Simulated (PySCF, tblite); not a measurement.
# C2H9FN2Si: geometry, infrared bands and NMR shifts

Wanted: the infrared bands and NMR shifts of C2H9FN2Si (`N[SiH](N)CCF`), by calculation.

The runs use tblite 0.8.0 and PySCF 2.14.0, with density-fitted response routines of our own; the level of theory stands in each step. All values are computed, except where a source is named. Atoms are numbered from 0 throughout.

## (1) Starting geometry

15 atoms, charge 0, multiplicity 1; geometry from: force field or distance geometry start.

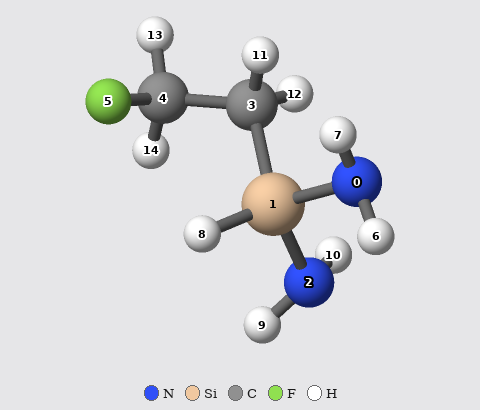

As it starts; nitrogen blue, silicon light orange, carbon grey, fluorine green, hydrogen white, atoms numbered.

## (2) Relaxing the molecule with GFN2-xTB

Job settings and geometry (Å):

```
{"job": {"kind": "relax", "xc": "GFN2-xTB", "basis": "xTB"}, "charge": 0, "multiplicity": 1}
N     -1.926800    -1.191400    -0.488000
Si    -0.797400    -0.040600     0.280400
N     -1.426900     1.610000    -0.025000
C      0.840400    -0.284800    -0.586700
C      2.024300     0.068700     0.280100
F      2.043500    -0.717200     1.424400
H     -2.894800    -1.052400    -0.104000
H     -1.539600    -2.126000    -0.368200
H     -0.742800    -0.331500     1.714300
H     -1.279600     2.235400     0.793600
H     -0.997000     2.016300    -0.892700
H      0.905800    -1.385700    -0.767600
H      0.893000     0.224500    -1.534900
H      2.947800    -0.180500    -0.291100
H      1.945700     1.163200     0.543300
```

Started as:

```
$ OMP_NUM_THREADS=1 python probes_run.py task.json out
```

This one command runs all jobs of the session in turn.

Log:

```text
step      E/eV     max force
  0    -576.42902    2.138
  1    -576.65790    0.909
  2    -576.75493    0.597
  3    -576.77949    0.611
  4    -576.80727    0.381
  5    -576.81754    0.389
  6    -576.83720    0.296
  7    -576.84808    0.289
  8    -576.85628    0.180
  9    -576.86204    0.195
 10    -576.86816    0.217
 11    -576.87366    0.253
 12    -576.87720    0.167
 13    -576.87900    0.098
 14    -576.88041    0.103
 15    -576.88185    0.097
 16    -576.88326    0.105
 17    -576.88448    0.092
 18    -576.88552    0.114
 19    -576.88660    0.113
 20    -576.88784    0.085
 21    -576.88906    0.090
 22    -576.89006    0.072
 23    -576.89095    0.082
 24    -576.89201    0.097
 25    -576.89338    0.111
 26    -576.89473    0.117
 27    -576.89563    0.082
 28    -576.89616    0.060
 29    -576.89666    0.054
 30    -576.89730    0.072
 31    -576.89792    0.085
 32    -576.89841    0.067
 33    -576.89884    0.054
 34    -576.89943    0.066
 35    -576.90027    0.078
 36    -576.90114    0.077
 37    -576.90184    0.066
 38    -576.90249    0.074
 39    -576.90339    0.091
 40    -576.90476    0.121
 41    -576.90601    0.171
 42    -576.90761    0.097
 43    -576.90867    0.095
 44    -576.91026    0.135
 45    -576.91224    0.162
 46    -576.91506    0.144
 47    -576.91639    0.209
 48    -576.91785    0.099
 49    -576.91862    0.077
 50    -576.91965    0.103
 51    -576.92094    0.161
 52    -576.92244    0.078
 53    -576.92366    0.119
 54    -576.92477    0.081
 55    -576.92580    0.096
 56    -576.92703    0.073
 57    -576.92803    0.088
 58    -576.92859    0.073
 59    -576.92944    0.080
 60    -576.93039    0.065
 61    -576.93108    0.057
 62    -576.93142    0.095
 63    -576.93164    0.044
 64    -576.93190    0.048
 65    -576.93249    0.049
 66    -576.93295    0.070
 67    -576.93354    0.079
 68    -576.93410    0.096
 69    -576.93470    0.065
 70    -576.93516    0.065
 71    -576.93544    0.062
 72    -576.93561    0.044
 73    -576.93576    0.042
 74    -576.93593    0.021
 75    -576.93607    0.027
 76    -576.93616    0.042
 77    -576.93624    0.037
 78    -576.93632    0.027
 79    -576.93638    0.014
 80    -576.93641    0.013
 81    -576.93643    0.014
 82    -576.93646    0.017
 83    -576.93652    0.021
 84    -576.93661    0.024
 85    -576.93674    0.025
 86    -576.93685    0.024
 87    -576.93695    0.025
 88    -576.93705    0.026
 89    -576.93718    0.032
 90    -576.93731    0.032
 91    -576.93744    0.034
 92    -576.93757    0.033
 93    -576.93774    0.030
 94    -576.93796    0.038
 95    -576.93817    0.042
 96    -576.93833    0.033
 97    -576.93850    0.032
 98    -576.93872    0.037
 99    -576.93905    0.041
100    -576.93944    0.055
101    -576.93987    0.062
102    -576.94046    0.080
103    -576.94143    0.094
104    -576.94290    0.086
105    -576.94443    0.099
106    -576.92652    0.559
107    -576.94618    0.079
108    -576.94686    0.059
109    -576.94850    0.078
110    -576.94907    0.096
111    -576.95055    0.078
112    -576.95196    0.119
113    -576.95219    0.084
114    -576.95286    0.046
115    -576.95274    0.114
116    -576.95326    0.044
117    -576.95350    0.044
118    -576.95383    0.056
119    -576.95416    0.051
120    -576.95442    0.042
121    -576.95466    0.038
122    -576.95453    0.086
123    -576.95494    0.024
124    -576.95502    0.023
125    -576.95520    0.040
126    -576.95531    0.042
127    -576.95561    0.028
128    -576.95576    0.031
129    -576.95594    0.035
130    -576.95621    0.044
131    -576.95655    0.054
132    -576.95653    0.089
133    -576.95709    0.040
134    -576.95725    0.030
135    -576.95739    0.021
136    -576.95747    0.024
137    -576.95759    0.025
138    -576.95771    0.022
139    -576.95778    0.018
140    -576.95781    0.034
141    -576.95788    0.019
142    -576.95793    0.017
143    -576.95800    0.017
144    -576.95806    0.019
145    -576.95812    0.018
146    -576.95816    0.017
147    -576.95818    0.016
148    -576.95821    0.013
149    -576.95824    0.012
150    -576.95826    0.013
151    -576.95828    0.012
152    -576.95829    0.011
153    -576.95830    0.008
```

Wall time 1.5 s (1 thread of Arm Neoverse N1, shared host); peak memory 0.18 GiB.

The steps of the relaxation: (not every step is listed) (the energy doesn't fall at every step)

| step | energy from step 0 (eV) | largest force (eV/Å) |
| --- | --- | --- |
| 0 | 0.0000 | 2.1377 |
| 1 | -0.2289 | 0.9087 |
| 2 | -0.3259 | 0.5965 |
| 3 | -0.3505 | 0.6109 |
| 4 | -0.3782 | 0.3808 |
| 5 | -0.3885 | 0.3885 |
| 6 | -0.4082 | 0.2962 |
| 7 | -0.4191 | 0.2886 |
| 8 | -0.4273 | 0.1798 |
| 22 | -0.4610 | 0.0717 |
| 36 | -0.4721 | 0.0771 |
| 50 | -0.4906 | 0.1033 |
| 64 | -0.5029 | 0.0485 |
| 78 | -0.5073 | 0.0275 |
| 92 | -0.5086 | 0.0331 |
| 106 | -0.4975 | 0.5587 |
| 120 | -0.5254 | 0.0422 |
| 134 | -0.5282 | 0.0296 |
| 148 | -0.5292 | 0.0131 |
| 149 | -0.5292 | 0.0124 |
| 150 | -0.5292 | 0.0128 |
| 151 | -0.5293 | 0.0121 |
| 152 | -0.5293 | 0.0106 |
| 153 | -0.5293 | 0.0082 |

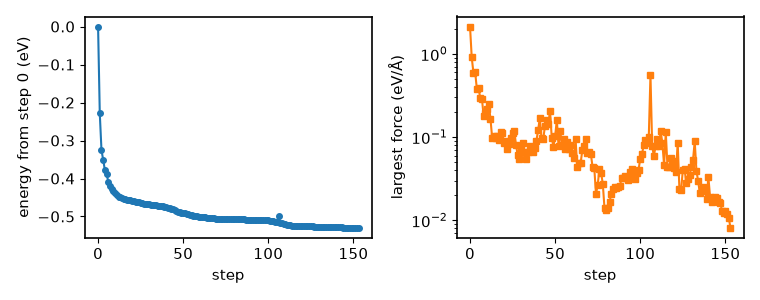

Energy and force, step by step.

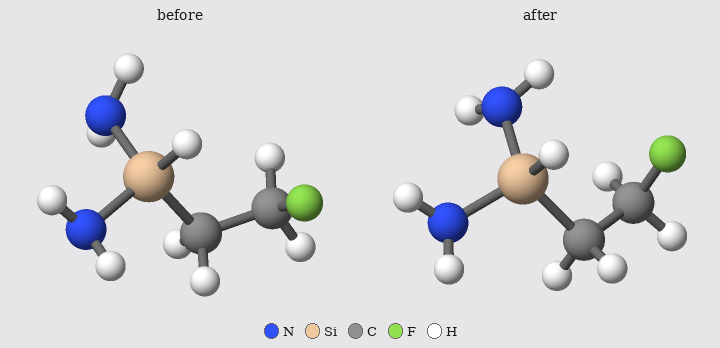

Before and after, at one scale.

Close pairs (by a distance rule), those that changed most:

| bond | before (Å) | after (Å) | change (Å) |
| --- | --- | --- | --- |
| Si1–N2 | 1.793 | 1.723 | -0.070 |
| N0–Si1 | 1.786 | 1.727 | -0.059 |
| Si1–C3 | 1.869 | 1.917 | +0.048 |
| N0–H6 | 1.051 | 1.007 | -0.044 |
| N2–H10 | 1.050 | 1.007 | -0.043 |
| N2–H9 | 1.041 | 1.006 | -0.034 |
| C4–H14 | 1.128 | 1.095 | -0.033 |
| C3–H11 | 1.118 | 1.090 | -0.028 |

The next job starts from the end point, and lists it.

## (3) Vibrational analysis with GFN2-xTB

Job settings and geometry (Å):

```
{"job": {"kind": "ir", "xc": "GFN2-xTB", "basis": "xTB"}, "charge": 0, "multiplicity": 1}
N     -1.936438    -0.835096    -0.800547
Si    -0.818277    -0.262231     0.384785
N     -1.181574     1.416967     0.510831
C      0.904297    -0.717419    -0.322682
C      1.948326     0.320855     0.031152
F      2.002280     0.520825     1.395134
H     -2.906934    -0.614107    -0.647847
H     -1.854641    -1.792456    -1.101767
H     -0.925414    -0.774499     1.755003
H     -0.610894     1.972621     1.125931
H     -1.396866     1.933245    -0.326595
H      1.229522    -1.683222     0.063111
H      0.876960    -0.796662    -1.408470
H      2.959727     0.024965    -0.271863
H      1.705513     1.294206    -0.408089
```

Log:

```text
mode    cm-1     km/mol
  1      25.5      1.72
  2      83.7      3.64
  3     145.5      2.62
  4     190.0      6.96
  5     210.5      8.65
  6     229.0      7.45
  7     250.1      7.60
  8     276.7     15.52
  9     446.0     13.04
 10     524.1    221.46
 11     590.2    181.40
 12     642.0     49.45
 13     653.8    107.75
 14     693.6    104.30
 15     772.7     27.42
 16     804.1     25.54
 17     818.0     74.02
 18     892.9    213.75
 19     927.9    140.96
 20     956.0    130.54
 21     977.0    110.08
 22    1085.7     45.72
 23    1172.7      8.49
 24    1208.8     28.71
 25    1300.1     10.86
 26    1337.4     17.91
 27    1463.3      2.15
 28    1474.9      0.91
 29    1511.5     57.22
 30    1527.4     38.34
 31    2219.8    328.21
 32    2920.6     58.21
 33    2943.0     40.97
 34    2999.4     61.48
 35    3008.7     25.53
 36    3478.6      4.17
 37    3481.2      0.79
 38    3514.9      2.31
 39    3518.9      0.66
```

Run time: 0.71 s. Hardware: 1 thread of Arm Neoverse N1, shared host; peak memory 0.18 GiB.

The strongest bands and the atoms that carry them (share of the mass-weighted mode):

| cm⁻¹ | km/mol | atoms |
| --- | --- | --- |
| 524 | 221.5 | H9 42 %, H10 33 %, N2 21 % |
| 590 | 181.4 | H6 39 %, H7 34 %, N0 14 % |
| 654 | 107.8 | H8 39 %, C3 17 %, Si1 15 % |
| 893 | 213.8 | Si1 32 %, N0 23 %, H6 14 %, N2 11 % |
| 928 | 141.0 | Si1 34 %, N2 21 %, N0 12 % |
| 956 | 130.5 | C4 26 %, H12 21 %, F5 21 % |
| 977 | 110.1 | H13 20 %, C4 19 %, H11 17 %, H14 13 % |
| 2220 | 328.2 | H8 97 % |

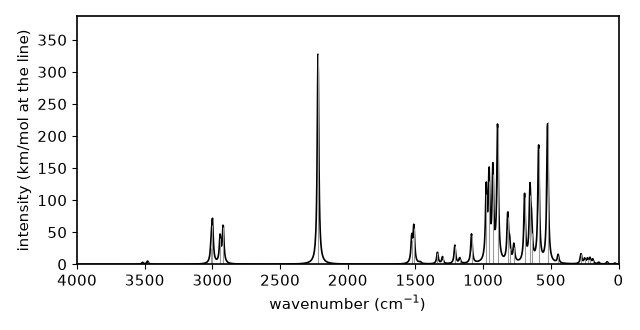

The infrared spectrum from these modes, unscaled. Lines are broadened to a width of 14 cm⁻¹ (Lorentzian).

## (4) Shielding tensors: PBE0/pcSseg-1

The job, as its differences from that of step 3:

```diff
@@ -1,2 +1,2 @@
-{"job": {"kind": "ir", "xc": "GFN2-xTB", "basis": "xTB"}, "charge": 0, "multiplicity": 1}
+{"job": {"kind": "nmr", "xc": "PBE0", "basis": "pcSseg-1"}, "charge": 0, "multiplicity": 1}
 N     -1.936438    -0.835096    -0.800547
```

Method: GIAO PBE0/pcSseg-1 NMR shielding, non-relativistic, gas phase.

Log:

```text
coarse grid: 12592 points
cycle   1  E = -579.9099653559  dE =  4.837e-01  |g| = 7.144e-01  |ddm| = 3.303e+00
cycle   2  E = -579.8456555243  dE =  6.431e-02  |g| = 9.360e-01  |ddm| = 1.241e+00
cycle   3  E = -580.0094536185  dE = -1.638e-01  |g| = 6.748e-02  |ddm| = 7.550e-01
cycle   4  E = -580.0102235698  dE = -7.700e-04  |g| = 3.183e-02  |ddm| = 7.296e-02
cycle   5  E = -580.0104581866  dE = -2.346e-04  |g| = 4.665e-03  |ddm| = 2.842e-02
cycle   6  E = -580.0104623356  dE = -4.149e-06  |g| = 1.811e-03  |ddm| = 4.927e-03
final grid: 116280 points
cycle   7  E = -580.0451872588  dE = -2.654e-05  |g| = 1.117e-02  |ddm| = 2.030e-02
cycle   8  E = -580.0451671206  dE =  2.014e-05  |g| = 1.540e-02  |ddm| = 1.881e-02
cycle   9  E = -580.0452125426  dE = -4.542e-05  |g| = 8.179e-04  |ddm| = 1.052e-02
cycle  10  E = -580.0452126579  dE = -1.153e-07  |g| = 2.276e-04  |ddm| = 7.850e-04
cycle  11  E = -580.0452126665  dE = -8.510e-09  |g| = 4.596e-05  |ddm| = 1.815e-04
cycle  12  E = -580.0452126668  dE = -3.203e-10  |g| = 2.140e-05  |ddm| = 4.705e-05
converged SCF energy = -580.0452126668

GIAO shielding tensors (ppm)
atom      isotropic    diamagn.    paramagn.     s11        s22        s33       span
  0 N      249.977     316.323     -66.346    214.878    262.764    272.289     57.412
  1 Si     367.865     879.620    -511.755    327.659    361.808    414.129     86.469
  2 N      253.141     320.019     -66.878    211.964    264.230    283.230     71.266
  3 C      163.189     257.393     -94.205    143.884    172.082    173.600     29.715
  4 C      101.753     241.896    -140.143     59.784     83.706    161.769    101.984
  5 F      409.926     475.530     -65.603    365.078    399.788    464.913     99.836
  6 H       31.272      29.671       1.601     23.649     27.368     42.800     19.151
  7 H       31.637      30.963       0.673     24.265     28.077     42.568     18.303
  8 H       26.398      29.835      -3.437     23.386     24.129     31.679      8.293
  9 H       31.418      31.959      -0.541     23.881     27.687     42.685     18.804
 10 H       31.374      32.159      -0.785     24.671     27.279     42.171     17.500
 11 H       30.469      32.046      -1.576     26.751     29.353     35.303      8.552
 12 H       31.311      33.332      -2.021     27.161     30.123     36.650      9.489
 13 H       26.528      28.075      -1.547     21.639     26.744     31.200      9.561
 14 H       26.775      30.530      -3.756     23.555     26.713     30.056      6.501
```

Wall time 40 s (1 thread of Arm Neoverse N1, shared host); peak memory 0.71 GiB.

Shifts follow as δ = σ(reference) − σ, with reference shieldings (ppm) from runs at the same level and on the same kind of geometry: 1H TMS 31.72, 13C TMS 186.9, 29Si TMS 349.2, 19F CFCl3 170.9, 15N NH3 267.7. The references are single molecules in the gas phase, so shifts against H2O, NH3, PH3, H3PO4 or CFCl3 are not on the usual liquid scales and can be off by tens of ppm. Atoms listed in one row are averaged.

| atoms | environment | σ (ppm) | δ (ppm) | δ scaled to CDCl3 |
| --- | --- | --- | --- | --- |
| C4 | sp3 CH2 bonded to F | 101.8 | 85.2 | 81.2 |
| C3 | sp3 CH2 bonded to Si | 163.2 | 23.7 | 21.3 |
| H8 | hydrogen on a silicon bonded to C, 2 N | 26.40 | 5.32 | – |
| H13, H14 | hydrogen on an sp3 CH2 bonded to F | 26.65 | 5.07 | 4.88 |
| H11, H12 | hydrogen on an sp3 CH2 bonded to Si | 30.89 | 0.83 | 0.88 |
| H6, H7, H9, H10 | hydrogen on a nitrogen bonded to Si | 31.43 | 0.29 | – |
| N0, N2 | nitrogen bonded to Si, 2 H | 251.6 | 16.2 | – |
| Si1 | silicon bonded to C, 2 N, H | 367.9 | -18.7 | – |
| F5 | fluorine on an sp3 carbon | 409.9 | -239.0 | – |

The scaled column applies a straight-line fit of computed shieldings to shifts measured in CDCl3, and one for carbons that bear F (root-mean-square error 0.16 ppm for H, 1.9 ppm for C).

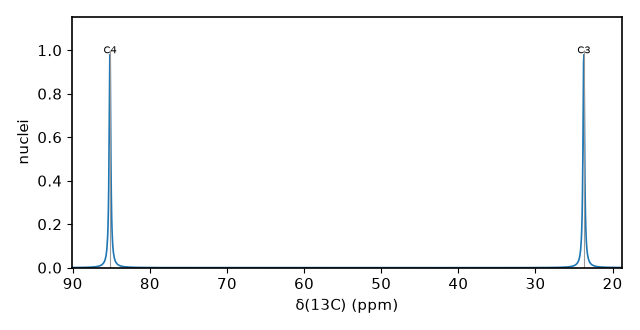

13C lines at the computed shifts, without couplings. Lines are broadened to a width of 0.25 ppm (Lorentzian).

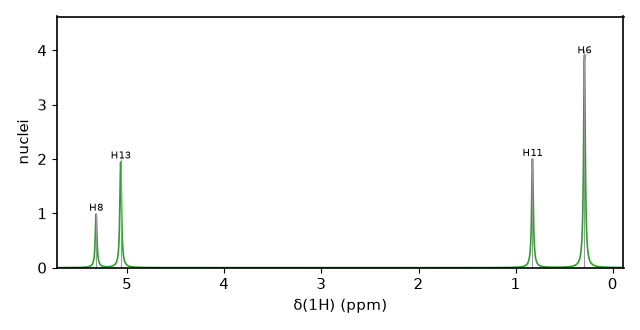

1H lines at the computed shifts, without couplings. Lines are broadened to a width of 0.02 ppm (Lorentzian).

The run also stored atomic charges by several schemes (e):

| atoms | Mulliken | IAO | Hirshfeld | ESP fit |
| --- | --- | --- | --- | --- |
| N0, N2 | -0.63 | -0.85 | -0.32 | -1.01 |
| Si1 | 0.97 | 1.15 | 0.41 | 0.86 |
| C3 | -0.60 | -0.60 | -0.18 | -0.29 |
| C4 | 0.14 | 0.05 | 0.02 | 0.14 |
| F5 | -0.35 | -0.34 | -0.12 | -0.25 |

Hirshfeld charges:

N0 -0.32; Si1 0.41; N2 -0.32; C3 -0.18; C4 0.02; F5 -0.12; H6 0.11; H7 0.11; H8 -0.10; H9 0.11; H10 0.11; H11 0.04; H12 0.04; H13 0.04; H14 0.04

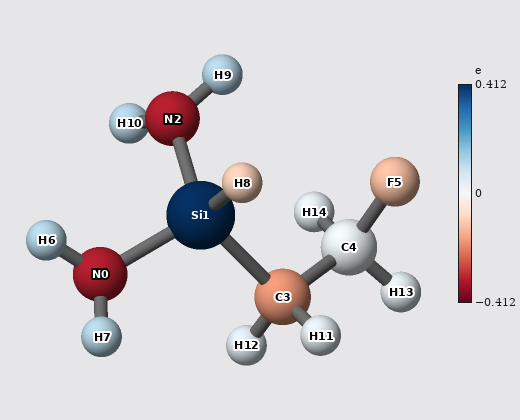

Hirshfeld charges, as colours on the atoms.

Mayer bond orders: N0–Si1 1.03, Si1–N2 1.05, Si1–C3 0.80, C3–C4 1.07, C4–F5 0.87.

The fields below are evaluated on a grid from the run's orbitals.

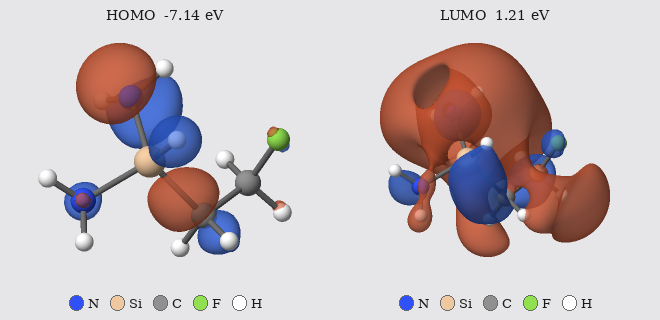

PBE0/pcSseg-1 orbitals near the gap, drawn at the value that encloses 70 % of each; the two colours are the two signs.

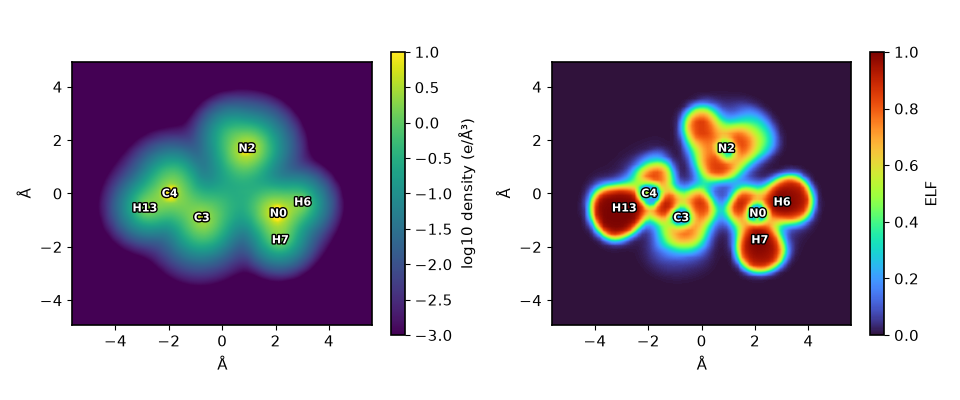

Density (left) and ELF (right) in a plane through or near 7 of the atoms.

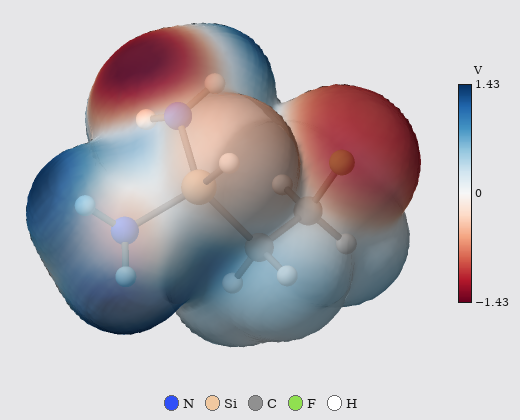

Electrostatic potential on the surface of density 0.002 e/bohr³; red is low, blue high. It runs from -1.32 V near N2 to 1.43 V near H7.

## (5) Summary of results

```
                                                               quantity                       value
                              strongest single infrared mode (GFN2-xTB)       2220 cm⁻¹, 328 km/mol
                                           zero-point energy (GFN2-xTB)               73.3 kcal/mol
                                 13C shifts against TMS (PBE0/pcSseg-1)              85.2, 23.7 ppm
 1H shifts against TMS (PBE0/pcSseg-1, means over atoms taken as alike)  5.32, 5.07, 0.83, 0.29 ppm
15N shifts against NH3 (PBE0/pcSseg-1, means over atoms taken as alike)                    16.2 ppm
                                29Si shifts against TMS (PBE0/pcSseg-1)                   -18.7 ppm
                               19F shifts against CFCl3 (PBE0/pcSseg-1)                  -239.0 ppm
                                  surface potential, least and greatest          -1.32 V and 1.43 V
```

**Reading.** Relaxing lowered the energy by 0.529 eV in 153 steps; the close pair that moved most is Si1–N2, from 1.793 to 1.723 Å. All 39 modes are real, so the xTB geometry is a minimum. The strongest single mode, at 2220 cm⁻¹, moves mainly H8. GFN2-xTB is a fitted tight-binding method: band positions and strengths are rough. Its intensities can rank the bands wrongly. C4 (sp3 CH2 bonded to F) lies farthest downfield among carbon, at 85.2 ppm; pulled downfield by the heteroatom.
